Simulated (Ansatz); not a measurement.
# Structural relaxation of a frame of liquid (Cs,Na,Li)Br from 1500 K (90 atoms), part 2 of 3

Wanted: the relaxed structure of a frame of liquid (Cs,Na,Li)Br from 1500 K (90 atoms) and its electronic structure.

Ansatz 0.2.0; Kohn-Sham DFT, PBE, PAW (set soft_2), plane waves.

The cell: 12 Cs, 17 Na, 16 Li and 45 Br. The network of bonds at the start is that of the classical potential that made the cell. The ion parameters were fitted for water, not for melts. The Brillouin zone is sampled at Γ only, in a cell whose shortest periodic width is 17 Å. No spin–orbit coupling is included.

So far. Step 2 (Single point at the start): The r.m.s. force component of 0.37 eV/Å and the pressure of -0.30 GPa set the starting point.

## (3) Relaxation

With the cell held, the atoms are moved downhill towards a nearby minimum.

input.yaml

```yaml
crystal:
  lattice:
    - [16.80376, 0.0, 0.0]
    - [0.0, 16.80376, 0.0]
    - [0.0, 0.0, 16.80376]
  atoms:
    [... the 90 atom lines of step 2 ...]
kpoints:
  mp_grid: { grid: [1, 1, 1] }
hamiltonian:
  xc: pbe
scf:
  occupations: { method: fixed }
output:
  forces: true
relax:
  f_tol: 0.05
  max_steps: 94
```

Run with:

```console
> ansatz run input.yaml --threads 4 --pin off --max-ram 8192MiB --backend cpu --events-out ev --progress --plain --runs-dir out
```

Numbers of over 12 decimals in the logs are rounded to 6 here.

Output:

```text
[...]
Crystal: 90 atoms, lattice volume = 4744.816 Å³
Basis set: ecut = 420 eV, 92589 PW (Γ), exchange–correlation on 240×240×240 points (8 copies of the dense FFT grid, shifted against one another)
Bands: 402, of which v1, the nominal top of the filled ones, is band 312 counted from 1 (311 counted from 0)
Symmetry: 1 space group operations
[...]
k-points: 1
[...]
SCF iter   1: F=—  HF=-221960.114904 eV  |F-HF|=—  |Δ(HF+E_count)|=         —  Δρ=1.11e-3  dr2=3.02e-1  ethr=1.77e-3  ⟨swp⟩=6.0  Hψ=1292  notcnv=0  defer=86
[...]
SCF iter   6: F=-221960.024255 eV  HF=-221960.024255 eV  |F-HF|=3.24e-7  |Δ(HF+E_count)|=   8.30e-6  Δρ=2.53e-6  dr2=4.73e-7  ethr=1.62e-9  ⟨swp⟩=3.0  Hψ=994  notcnv=0
SCF 1 converged in 6 iterations: F = -221960.024255 eV  dr2 = 4.73e-7
[...]
relax step   1: F+E_penalty+E_count = -221960.02425540 eV  Δ(F+E_penalty+E_count) = +0.000e0 eV  max|allowed force component| = 1.446e0 eV/Å  Δτ_max = 0.0000 Å  (6 SCF iters, dr2 threshold 6.25e-5 eV, accepted)
[...]
relax step   2: F+E_penalty+E_count = -221963.76739998 eV  Δ(F+E_penalty+E_count) = -3.743e0 eV  max|allowed force component| = 5.637e-1 eV/Å  Δτ_max = 0.1949 Å  (6 SCF iters, dr2 threshold 1.00e-4 eV, accepted)
[...]
relax step   3: F+E_penalty+E_count = -221966.40594584 eV  Δ(F+E_penalty+E_count) = -2.639e0 eV  max|allowed force component| = 4.082e-1 eV/Å  Δτ_max = 0.1950 Å  (6 SCF iters, dr2 threshold 1.99e-5 eV, accepted)
relax step   4: F+E_penalty+E_count = -221968.10176393 eV  Δ(F+E_penalty+E_count) = -1.696e0 eV  max|allowed force component| = 2.760e-1 eV/Å  Δτ_max = 0.1949 Å  (6 SCF iters, dr2 threshold 2.53e-5 eV, accepted)
relax step   5: F+E_penalty+E_count = -221969.08738309 eV  Δ(F+E_penalty+E_count) = -9.856e-1 eV  max|allowed force component| = 2.411e-1 eV/Å  Δτ_max = 0.1960 Å  (6 SCF iters, dr2 threshold 3.48e-5 eV, accepted)
relax step   6: F+E_penalty+E_count = -221969.78545072 eV  Δ(F+E_penalty+E_count) = -6.981e-1 eV  max|allowed force component| = 2.419e-1 eV/Å  Δτ_max = 0.1911 Å  (6 SCF iters, dr2 threshold 2.66e-5 eV, accepted)
relax step   7: F+E_penalty+E_count = -221970.31219623 eV  Δ(F+E_penalty+E_count) = -5.267e-1 eV  max|allowed force component| = 1.601e-1 eV/Å  Δτ_max = 0.1923 Å  (5 SCF iters, dr2 threshold 4.46e-5 eV, accepted)
relax step   8: F+E_penalty+E_count = -221970.79628834 eV  Δ(F+E_penalty+E_count) = -4.841e-1 eV  max|allowed force component| = 2.118e-1 eV/Å  Δτ_max = 0.1901 Å  (6 SCF iters, dr2 threshold 1.12e-5 eV, accepted)
relax step   9: F+E_penalty+E_count = -221971.20580611 eV  Δ(F+E_penalty+E_count) = -4.095e-1 eV  max|allowed force component| = 2.304e-1 eV/Å  Δτ_max = 0.1951 Å  (6 SCF iters, dr2 threshold 1.96e-5 eV, accepted)
relax step  10: F+E_penalty+E_count = -221971.52307303 eV  Δ(F+E_penalty+E_count) = -3.173e-1 eV  max|allowed force component| = 1.383e-1 eV/Å  Δτ_max = 0.1942 Å  (5 SCF iters, dr2 threshold 5.31e-5 eV, accepted)
relax step  11: F+E_penalty+E_count = -221971.77791654 eV  Δ(F+E_penalty+E_count) = -2.548e-1 eV  max|allowed force component| = 9.503e-2 eV/Å  Δτ_max = 0.1950 Å  (5 SCF iters, dr2 threshold 6.89e-6 eV, accepted)
relax step  12: F+E_penalty+E_count = -221972.00849168 eV  Δ(F+E_penalty+E_count) = -2.306e-1 eV  max|allowed force component| = 7.128e-2 eV/Å  Δτ_max = 0.1915 Å  (6 SCF iters, dr2 threshold 3.25e-6 eV, accepted)
relax step  13: F+E_penalty+E_count = -221972.23123955 eV  Δ(F+E_penalty+E_count) = -2.227e-1 eV  max|allowed force component| = 1.407e-1 eV/Å  Δτ_max = 0.1945 Å  (7 SCF iters, accepted)
relax step  14: F+E_penalty+E_count = -221972.39953536 eV  Δ(F+E_penalty+E_count) = -1.683e-1 eV  max|allowed force component| = 1.957e-1 eV/Å  Δτ_max = 0.1945 Å  (6 SCF iters, dr2 threshold 1.11e-5 eV, accepted)
relax step  15: F+E_penalty+E_count = -221972.54509474 eV  Δ(F+E_penalty+E_count) = -1.456e-1 eV  max|allowed force component| = 1.130e-1 eV/Å  Δτ_max = 0.1938 Å  (6 SCF iters, dr2 threshold 3.83e-5 eV, accepted)
relax step  16: F+E_penalty+E_count = -221972.64496348 eV  Δ(F+E_penalty+E_count) = -9.987e-2 eV  max|allowed force component| = 9.698e-2 eV/Å  Δτ_max = 0.1944 Å  (6 SCF iters, dr2 threshold 4.25e-6 eV, accepted)
relax step  17: F+E_penalty+E_count = -221972.72412704 eV  Δ(F+E_penalty+E_count) = -7.916e-2 eV  max|allowed force component| = 8.058e-2 eV/Å  Δτ_max = 0.1943 Å  (6 SCF iters, dr2 threshold 3.13e-6 eV, accepted)
relax step  18: F+E_penalty+E_count = -221972.78717808 eV  Δ(F+E_penalty+E_count) = -6.305e-2 eV  max|allowed force component| = 5.628e-2 eV/Å  Δτ_max = 0.1944 Å  (5 SCF iters, dr2 threshold 4.48e-6 eV, accepted)
relax step  19: F+E_penalty+E_count = -221972.83768075 eV  Δ(F+E_penalty+E_count) = -5.050e-2 eV  max|allowed force component| = 5.798e-2 eV/Å  Δτ_max = 0.1906 Å  (6 SCF iters, accepted)
relax step  20: F+E_penalty+E_count = -221972.88516266 eV  Δ(F+E_penalty+E_count) = -4.748e-2 eV  max|allowed force component| = 5.137e-2 eV/Å  Δτ_max = 0.1964 Å  (6 SCF iters, accepted)
relax step  21: F+E_penalty+E_count = -221972.93463018 eV  Δ(F+E_penalty+E_count) = -4.947e-2 eV  max|allowed force component| = 4.244e-2 eV/Å  Δτ_max = 0.1935 Å  (7 SCF iters, accepted)
relax step  22: F+E_penalty+E_count = -221972.99094102 eV  Δ(F+E_penalty+E_count) = -5.631e-2 eV  max|allowed force component| = 7.055e-2 eV/Å  Δτ_max = 0.1958 Å  (7 SCF iters, accepted)
relax step  23: F+E_penalty+E_count = -221973.06347611 eV  Δ(F+E_penalty+E_count) = -7.254e-2 eV  max|allowed force component| = 1.138e-1 eV/Å  Δτ_max = 0.1937 Å  (6 SCF iters, dr2 threshold 3.40e-6 eV, accepted)
relax step  24: F+E_penalty+E_count = -221973.15682648 eV  Δ(F+E_penalty+E_count) = -9.335e-2 eV  max|allowed force component| = 7.388e-2 eV/Å  Δτ_max = 0.1933 Å  (5 SCF iters, dr2 threshold 1.29e-5 eV, accepted)
relax step  25: F+E_penalty+E_count = -221973.23503125 eV  Δ(F+E_penalty+E_count) = -7.820e-2 eV  max|allowed force component| = 7.150e-2 eV/Å  Δτ_max = 0.1969 Å  (7 SCF iters, accepted)
relax step  26: F+E_penalty+E_count = -221973.30661812 eV  Δ(F+E_penalty+E_count) = -7.159e-2 eV  max|allowed force component| = 8.982e-2 eV/Å  Δτ_max = 0.1916 Å  (7 SCF iters, accepted)
relax step  27: F+E_penalty+E_count = -221973.38736429 eV  Δ(F+E_penalty+E_count) = -8.075e-2 eV  max|allowed force component| = 1.218e-1 eV/Å  Δτ_max = 0.1949 Å  (5 SCF iters, dr2 threshold 7.56e-6 eV, accepted)
relax step  28: F+E_penalty+E_count = -221973.46849844 eV  Δ(F+E_penalty+E_count) = -8.113e-2 eV  max|allowed force component| = 1.114e-1 eV/Å  Δτ_max = 0.1988 Å  (5 SCF iters, dr2 threshold 1.48e-5 eV, accepted)
relax step  29: F+E_penalty+E_count = -221973.51136764 eV  Δ(F+E_penalty+E_count) = -4.287e-2 eV  max|allowed force component| = 1.180e-1 eV/Å  Δτ_max = 0.1939 Å  (5 SCF iters, dr2 threshold 1.04e-5 eV, accepted)
relax step  30: F+E_penalty+E_count = -221973.56577745 eV  Δ(F+E_penalty+E_count) = -5.441e-2 eV  max|allowed force component| = 5.645e-2 eV/Å  Δτ_max = 0.2000 Å  (5 SCF iters, dr2 threshold 1.17e-5 eV, accepted)
relax step  31: F+E_penalty+E_count = -221973.61939134 eV  Δ(F+E_penalty+E_count) = -5.361e-2 eV  max|allowed force component| = 4.457e-2 eV/Å  Δτ_max = 0.1907 Å  (7 SCF iters, accepted)
relax step  32: F+E_penalty+E_count = -221973.64237399 eV  Δ(F+E_penalty+E_count) = -2.298e-2 eV  max|allowed force component| = 1.875e-1 eV/Å  Δτ_max = 0.1939 Å  (7 SCF iters, accepted)
relax step  33: F+E_penalty+E_count = -221973.67239631 eV  Δ(F+E_penalty+E_count) = -3.002e-2 eV  max|allowed force component| = 5.625e-2 eV/Å  Δτ_max = 0.0933 Å  (5 SCF iters, dr2 threshold 2.19e-5 eV, accepted)
relax step  34: F+E_penalty+E_count = -221973.69310015 eV  Δ(F+E_penalty+E_count) = -2.070e-2 eV  max|allowed force component| = 3.302e-2 eV/Å  Δτ_max = 0.0914 Å  (6 SCF iters, accepted)
[...]
relax step  35: F+E_penalty+E_count = -221973.71561331 eV  Δ(F+E_penalty+E_count) = -2.251e-2 eV  max|allowed force component| = 4.207e-2 eV/Å  Δτ_max = 0.1659 Å  (7 SCF iters, accepted)
SCF converged after 7 iterations
Free energy (F): -221973.715613 eV
[...]
Internal energy: -221973.715613 eV  (E = F + TS)
E sigma→0 (E₀):  -221973.715613 eV
Fermi energy:    -1.264654 eV
[...]
--- Forces (eV/Å), atoms counted from 1 ---
  atom   1  Cs     0.00391587     0.01097279    -0.00528760
  atom   2  Cs    -0.00015450    -0.00537488    -0.00865544
  atom   3  Cs     0.00400304    -0.00939366     0.00287421
  atom   4  Cs    -0.01055424    -0.01031888    -0.01043354
  atom   5  Cs    -0.00452345     0.00348737     0.00197778
  atom   6  Cs     0.00295342     0.00240206     0.00130146
  atom   7  Cs    -0.00229913     0.00484950    -0.03640152
  atom   8  Cs    -0.01189725    -0.01418648    -0.00842758
  atom   9  Cs     0.00702524     0.02185987    -0.00167833
  atom  10  Cs     0.00181029    -0.00295373     0.01311072
  atom  11  Cs    -0.00266689    -0.02504690    -0.01282111
  atom  12  Cs     0.00491082     0.00467967     0.00044155
  atom  13  Na    -0.01306649    -0.00072260     0.00946868
  atom  14  Na     0.00356730     0.00613163     0.00177380
[...]
atom  89  Br     0.00406386     0.00467999    -0.01373314
  atom  90  Br     0.00153119    -0.01513784     0.00004594
  max |Σ_I F_I| component: 1.38e-5 eV/Å
--- Relaxed structure (35 steps of the walk, 35 accepted, 0 SCFs on fresh bases) ---
  F+E_penalty+E_count = -221973.71561331 eV   max|allowed force component| = 4.207e-2 eV/Å
  atoms:
    - { symbol: Cs, position: [0.420478, 1.034753, 0.540375] }
    - { symbol: Cs, position: [0.207754, 0.743979, 0.340058] }
    - { symbol: Cs, position: [0.122867, 0.224112, 0.091552] }
    - { symbol: Cs, position: [0.654343, 0.215169, 0.424762] }
[...]
- { symbol: Br, position: [0.545669, 0.857738, 0.552531] }
```

Wall time 16 min (4 threads of Arm Neoverse V2, shared host); peak memory 4.9 GiB; 62 min of CPU time.

Step by step (22 of 35):

```
step  energy less that of the first step (eV)  largest force component (eV/Å)
   1                                   0.0000                          1.4457
   3                                  -6.3817                          0.4082
   4                                  -8.0775                          0.2760
   6                                  -9.7612                          0.2419
   7                                 -10.2879                          0.1601
   9                                 -11.1816                          0.2304
  11                                 -11.7537                          0.0950
  12                                 -11.9842                          0.0713
  14                                 -12.3753                          0.1957
  16                                 -12.6207                          0.0970
  17                                 -12.6999                          0.0806
  19                                 -12.8134                          0.0580
  20                                 -12.8609                          0.0514
  22                                 -12.9667                          0.0706
  24                                 -13.1326                          0.0739
  25                                 -13.2108                          0.0715
  27                                 -13.3631                          0.1218
  29                                 -13.4871                          0.1180
  30                                 -13.5415                          0.0564
  32                                 -13.6181                          0.1875
  33                                 -13.6481                          0.0563
  35                                 -13.6914                          0.0421
```

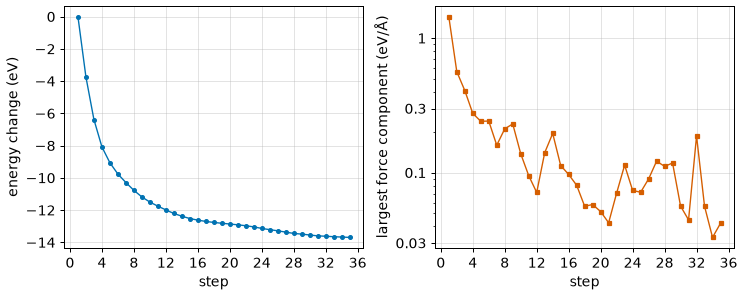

Energy and largest force along the relaxation.

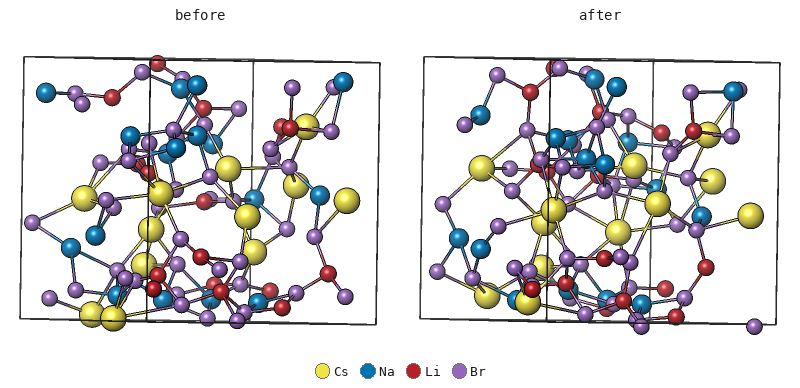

The structure before and after the relaxation, drawn at the same scale. Bonds to atoms that aren't drawn are left out.

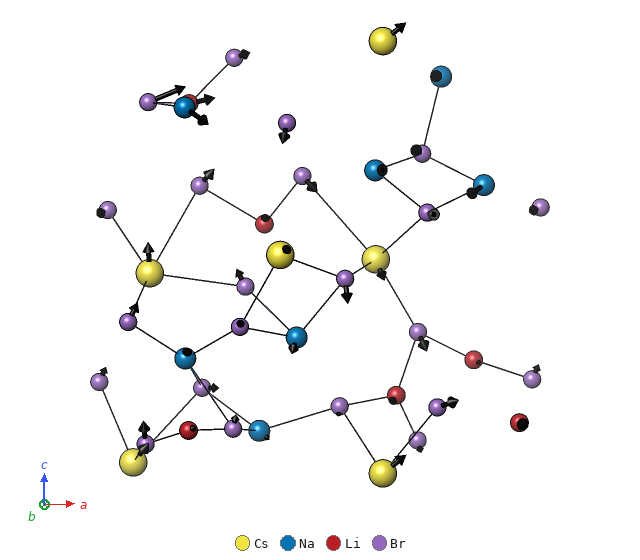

Displacements in the relaxation, scaled; the longest in the cell stands for 3.18 Å. Drawn is a slice 7 Å thick, seen along the normal of the ac plane. Bonds to atoms that aren't drawn are left out.

The atoms that moved most (Å):

```
atom      dx      dy      dz  length
Br59   2.940  -0.031   1.212   3.180
 Cs2  -2.660  -1.155   1.216   3.145
Na27  -1.007   2.702  -1.040   3.066
Na19   1.860   1.514  -1.401   2.778
Br69   1.231   0.021  -1.897   2.262
Br75   1.442  -1.571   0.667   2.235
Br78   0.875   2.008  -0.388   2.225
Br73  -0.529   1.987   0.201   2.066
```

The relaxation changed the energy by -152 meV/atom, and atoms moved by 1.4 Å r.m.s., 3.2 Å at most.

## (4) Local order after relaxation

Bonds before and after, by the cutoffs listed below:

```csv
pair,bonds before,bonds after,mean before (Å),mean after (Å),spread before (Å),spread after (Å)
Br-Na,49,64,3.003,2.913,0.198,0.103
Br-Li,50,53,2.649,2.528,0.232,0.087
Br-Cs,45,55,3.496,3.710,0.298,0.161
```

Density 1.99 g/cm³, 52.72 Å³ an atom.

g(r), total and by pair (bins of 0.2 Å):

```csv
r (Å),total,Br-Br,Br-Na,Br-Li,Br-Cs,Na-Na,Na-Li
2.40,2.02,0.00,0.00,11.35,0.00,0.00,0.00
2.60,1.75,0.00,0.00,9.88,0.00,0.00,0.00
2.80,2.04,0.00,10.13,0.68,0.00,0.00,0.00
3.00,1.52,0.00,7.78,0.00,0.00,0.00,0.00
3.20,0.19,0.00,0.75,0.00,0.00,0.00,0.69
3.40,0.08,0.00,0.00,0.00,0.00,0.00,0.00
3.60,1.48,0.00,0.40,0.19,7.36,2.93,3.23
3.80,1.20,0.65,0.00,0.00,5.40,2.75,1.99
4.00,1.08,1.86,0.15,0.32,1.08,2.44,1.75
4.20,1.06,2.57,0.00,0.59,0.21,1.43,1.56
4.40,1.09,2.70,0.00,0.55,0.37,0.00,1.80
4.60,1.03,1.59,0.35,0.50,0.51,1.24,0.66
4.80,0.89,1.54,0.43,0.35,0.31,0.57,1.77
5.00,0.82,1.05,0.29,0.63,0.55,0.54,1.67
5.20,0.97,0.98,0.92,0.68,0.64,1.47,0.52
5.40,0.99,1.03,1.36,0.71,0.60,0.46,0.48
5.60,0.94,0.65,0.95,1.17,0.67,2.90,0.00
5.80,0.79,0.72,0.74,1.25,0.52,0.38,0.62
6.00,0.96,0.78,0.96,2.04,0.78,0.00,0.00
6.20,1.02,0.49,1.02,2.04,1.01,0.34,0.90
6.40,1.07,1.04,0.91,1.54,0.85,0.00,1.02
6.60,0.86,0.47,1.08,0.96,1.44,0.31,0.47
6.80,1.10,1.00,1.67,0.73,1.28,0.56,0.90
7.00,1.12,0.95,1.11,1.39,1.57,0.54,1.14
7.20,0.93,1.07,0.67,1.01,1.21,0.49,1.07
7.40,0.95,0.89,0.72,0.86,1.27,1.20,0.89
7.60,0.82,0.58,1.15,0.63,1.15,0.68,0.95
7.80,0.84,0.93,1.05,0.47,0.57,1.08,1.14
```

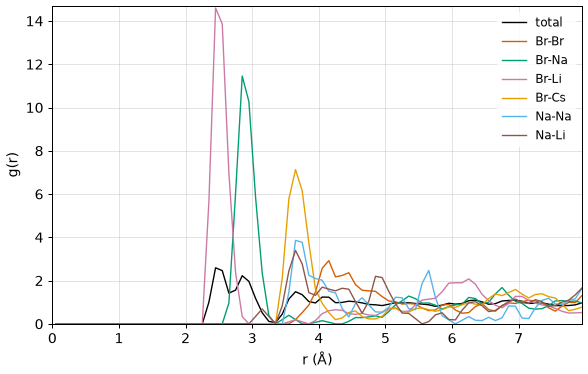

Pair distribution functions, lightly smoothed.

Bonds by pair of elements; cutoffs follow the first minimum of g(r), held within bounds set by covalent radii, and pairs that aren't listed don't count as bonded:

| pair A-B | cutoff (Å) | bonds | mean length (Å) | spread (Å) | shortest (Å) | B about A | A about B |
| --- | --- | --- | --- | --- | --- | --- | --- |
| Br-Na | 3.35 | 64 | 2.91 | 0.103 | 2.74 | 1.42 | 3.77 |
| Br-Li | 3.18 | 53 | 2.53 | 0.087 | 2.40 | 1.18 | 3.31 |
| Br-Cs | 4.28 | 55 | 3.71 | 0.161 | 3.50 | 1.22 | 4.58 |

How many atoms have how many bonded neighbours:

```
element  mean   3   4  5  6
     Br  3.82  14  25  6  0
     Cs  4.58   1   5  4  2
     Li  3.31  11   5  0  0
     Na  3.77   5  11  1  0
```

Bond angles, per cent of each kind in bins of 5°:

| angle (°) | Br-Cs-Br | Br-Na-Br | Cs-Br-Na | Br-Li-Br | Li-Br-Na |
| --- | --- | --- | --- | --- | --- |
| 55–60 | 2.9 | 0.0 | 0.0 | 0.0 | 0.0 |
| 60–65 | 3.9 | 0.0 | 0.0 | 0.0 | 0.0 |
| 65–70 | 6.8 | 0.0 | 1.5 | 0.0 | 3.8 |
| 70–75 | 10.7 | 0.0 | 2.9 | 0.0 | 1.9 |
| 75–80 | 5.8 | 3.3 | 4.4 | 0.0 | 5.7 |
| 80–85 | 4.9 | 6.6 | 8.8 | 0.0 | 18.9 |
| 85–90 | 8.7 | 13.2 | 13.2 | 1.6 | 15.1 |
| 90–95 | 5.8 | 7.7 | 14.7 | 6.3 | 7.5 |
| 95–100 | 1.9 | 8.8 | 5.9 | 3.2 | 1.9 |
| 100–105 | 5.8 | 13.2 | 4.4 | 22.2 | 5.7 |
| 105–110 | 2.9 | 5.5 | 2.9 | 3.2 | 3.8 |
| 110–115 | 6.8 | 5.5 | 7.3 | 19.0 | 3.8 |
| 115–120 | 0.0 | 4.4 | 5.9 | 14.3 | 3.8 |
| 120–125 | 4.9 | 7.7 | 5.9 | 11.1 | 5.7 |
| 125–130 | 6.8 | 5.5 | 2.9 | 7.9 | 5.7 |
| 130–135 | 2.9 | 6.6 | 0.0 | 7.9 | 1.9 |
| 135–140 | 1.9 | 3.3 | 2.9 | 1.6 | 5.7 |
| 140–145 | 2.9 | 2.2 | 5.9 | 1.6 | 3.8 |
| 145–150 | 1.0 | 1.1 | 0.0 | 0.0 | 1.9 |
| 150–155 | 3.9 | 1.1 | 4.4 | 0.0 | 3.8 |
| 155–160 | 1.0 | 0.0 | 1.5 | 0.0 | 0.0 |
| 160–165 | 2.9 | 1.1 | 1.5 | 0.0 | 0.0 |
| 165–170 | 2.9 | 2.2 | 2.9 | 0.0 | 0.0 |
| 170–175 | 1.9 | 1.1 | 0.0 | 0.0 | 0.0 |

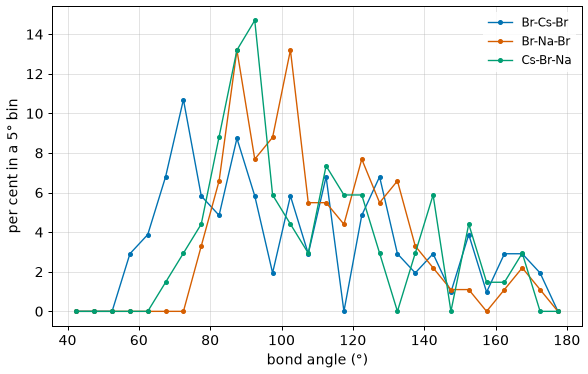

Distributions of the most common bond angles.

Bond angles (no mean is given where the spread exceeds 20°):

```csv
angle,count,mean (°),spread (°)
Br-Cs-Br,103,-,-
Br-Na-Br,91,-,-
Cs-Br-Na,68,-,-
Br-Li-Br,63,114,12.4
Li-Br-Na,53,-,-
```

Bond length by coordination (bonds to H left out):

```csv
element,coordination,atoms,mean bond length (Å)
Br,3,14,2.90
Br,4,25,3.05
Br,5,6,3.25
Cs,3,1,3.63
Cs,4,5,3.67
Cs,5,4,3.73
Cs,6,2,3.78
Li,3,11,2.48
Li,4,5,2.61
Na,3,5,2.84
Na,4,11,2.93
Na,5,1,3.00
```

Counting bonds as in the table, 56 % of Br atoms have 4, 42 % of Cs atoms have 4, 69 % of Li atoms have 3 and 65 % of Na atoms have 4 bonded neighbours.

[end of part 2 of 3]

[Logs are printed without paths, hosts, clocks, repeated set-up lines and the standing remarks that a program may print on its own settings, such as how far it seeks lower states.]

[Hosts, paths, dates, database ids (printed as entryN), source tags and the programs' standing remarks are cut or masked in the printed files.]
